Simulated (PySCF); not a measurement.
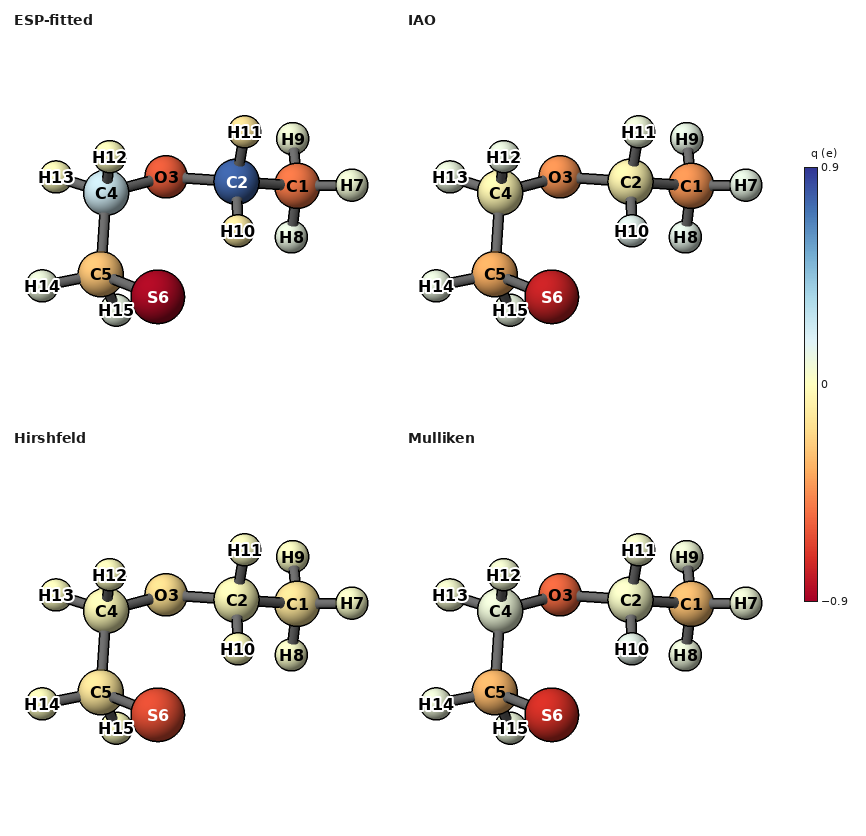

Atomic charges of one calculation by 4 schemes, on one colour scale. Charge −1, singlet. Computed geometry: GFN2-xTB optimisation. No frequency run is at hand to confirm it as a minimum. Level of theory: PBE0/pcSseg-1 (PySCF 2.14.0).

Which scheme gives the most polar picture (largest mean size of the charges)?

Answer. The ESP-fitted charges are the largest in size here, and the Hirshfeld charges the smallest.

On which atom do the schemes disagree most?

Answer. On C2 (from −0.05 to 0.76 e).

List the charges (e), one line for each set of equivalent atoms.

| atom | ESP-fitted | IAO | Hirshfeld | Mulliken |
| --- | --- | --- | --- | --- |
| C1 | −0.50 | −0.42 | −0.14 | −0.28 |
| C2 | 0.76 | −0.05 | −0.02 | 0.03 |
| O3 | −0.58 | −0.43 | −0.17 | −0.55 |
| C4 | 0.24 | −0.05 | −0.02 | 0.09 |
| C5 | −0.27 | −0.34 | −0.13 | −0.32 |
| S6 | −0.85 | −0.76 | −0.62 | −0.71 |
| H7 | 0.07 | 0.13 | 0.03 | 0.08 |
| H8 | 0.12 | 0.13 | 0.03 | 0.10 |
| H9 | 0.07 | 0.12 | 0.02 | 0.08 |
| H10 | −0.10 | 0.15 | 0.00 | 0.14 |
| H11 | −0.14 | 0.09 | 0.01 | 0.05 |
| H12 | 0.00 | 0.11 | 0.00 | 0.06 |
| H13 | −0.01 | 0.10 | 0.01 | 0.05 |
| H14 | 0.09 | 0.11 | 0.00 | 0.09 |
| H15 | 0.12 | 0.11 | 0.00 | 0.09 |
